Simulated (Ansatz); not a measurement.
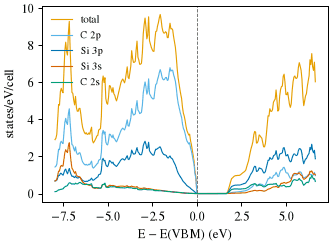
Figure: Total and projected density of states of SiC in space group P6_3mc (No. 186; Pearson symbol hP16), plane-wave PAW PBEsol (Ansatz code)

Problem. Which orbitals carry the states next to the gap?

Solution. Top 1 eV of the valence band: C 2p 83 %, Si 3p 13 %. Bottom 1 eV of the conduction band: Si 3p 47 %, C 2s 25 %, C 2p 9 %, outside the projected shells 16 %. Projections are on Löwdin-orthogonalised atomic valence shells; empty p or d shells of many metals are not among them.

Problem. Where is the tallest occupied peak in this window, and what makes it?

Solution. Near -2.0 eV, about 9.7 states/eV per cell; the largest projected share is C 2p.

The workflow started from an entry of the Crystallography Open Database (COD). Its sites differ from those of the usual phase in this space group: another stacking or structure type. Symmetry was held in the PBEsol relaxation; its stability against distortions is not shown here.

Potentials: the later of the program's two PAW sets.
